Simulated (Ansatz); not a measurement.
# BClHSi2 (SMILES ClB1[Si]=[SiH]1) (doublet): what the fields show

```xyz
5

B    -0.5430   -2.3398   -0.1823
Cl   -1.7955   -3.5413   -0.2793
Si    1.1906   -1.6513   -0.8577
Si    0.0383   -0.7155    0.7492
H    -0.5080    0.1503    1.8618
```

Geometry: PBE-D3(BJ)/def2-SVP.

Level of theory: isolated molecule in a Gaussian basis; Kohn-Sham density functional theory, functional PBE0 in Ansatz 0.2.0.

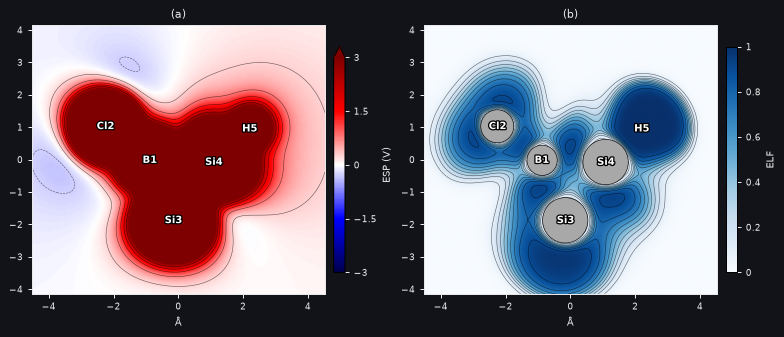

Figure 1. (a) electrostatic potential; (b) ELF on the molecular plane. Grey discs cover the atomic cores in the ELF map.

Question: What do the fields say about this system?

Answer:
- The plane passes through B, Cl, Si and H nuclei.
- B–Cl (1.74 Å): the ELF peaks at about 0.90 between the atoms, as expected for a polar covalent bond.
- Si–B (1.96 Å): the ELF peaks at about 0.85 between the atoms (a shared electron pair).
- Si–Si (2.19 Å): the ELF peaks at about 0.65 between the atoms.
- Si–H (1.51 Å): the ELF climbs to about 1 towards the hydrogen, as it does in any bond to H.
- The ELF also peaks beside Si3 and Cl2, away from the bonds: non-bonding electrons, paired or unpaired.
- Outside the dense part of the molecule the potential is most negative (−0.3 V) near Cl2.

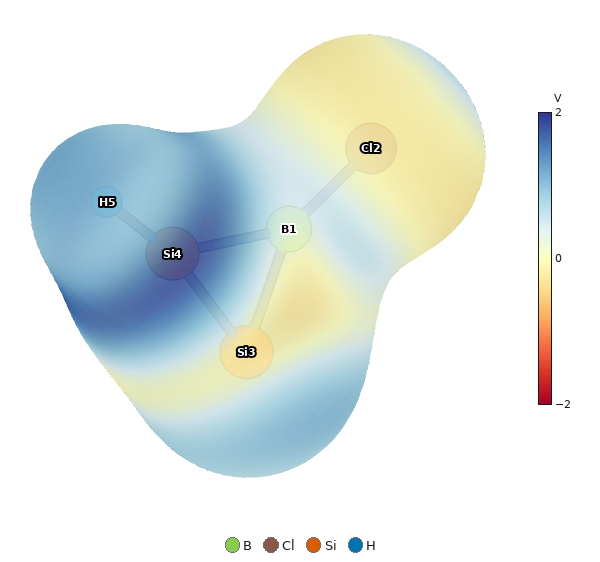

Figure 2. The electrostatic potential painted on the density surface at 0.004 e/bohr³, seen at a tilt; red is negative and blue positive.

Question: Describe the electrostatic potential map.

Answer: The most negative region (about −0.3 V) lies over Cl2 and Si3, the most positive (about +1.8 V, or +42 kcal/mol for a unit charge) over Si4. Cl2 shows a σ-hole: about +0.7 V, or +16 kcal/mol for a unit charge at the tip opposite its bond, against about −0.2 V on its flanks.

Question: How polar is the molecule by this calculation?

Answer: Its dipole moment is 1.42 D.

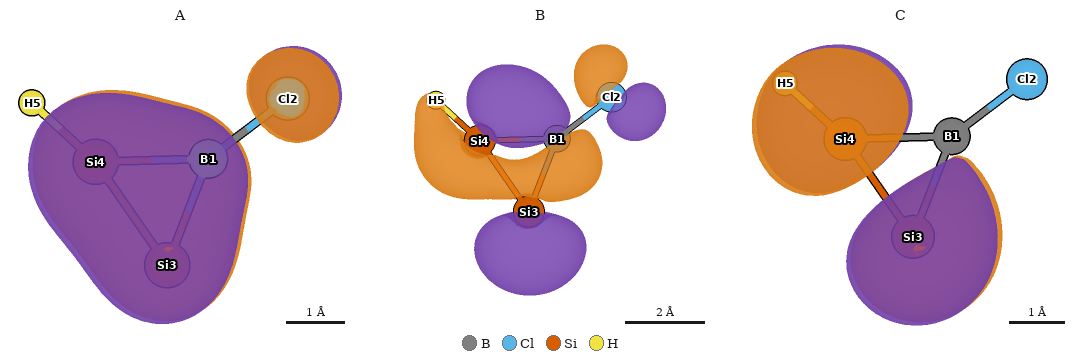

Figure 3. Three frontier orbitals at ±0.08 Å⁻³ᐟ² (orange and purple are the two phases), in no order.

Question: Which picture is the HOMO−1, the HOMO and the LUMO? All are α orbitals.

Answer: A is the HOMO−1 (α) (−6.88 eV). Its weight (Hirshfeld) is mainly on Si4 (about 40 %), Si3 (about 35 %), B1 (about 20 %) and Cl2 (about 10 %); it changes sign across the molecular plane (π type); π-bonding across B1–Si3, B1–Si4 and Si3–Si4; π-antibonding (a node) across B1–Cl2. B is the HOMO (α) (−6.22 eV). Its weight (Hirshfeld) is mainly on Si3 (about 40 %), Si4 (about 25 %), B1 (about 20 %) and Cl2 (about 10 %); it is symmetric in the molecular plane (an in-plane orbital: σ, lone-pair or in-plane π type). C is the LUMO (α) (−1.99 eV). By Hirshfeld shares it lies mainly on Si3 (about 45 %) and Si4 (about 45 %); it changes sign across the molecular plane (π type); π-antibonding (a node) across Si3–Si4.

Question: What is the gap between the highest occupied and lowest empty α orbitals?

Answer: 4.23 eV between the orbital energies.
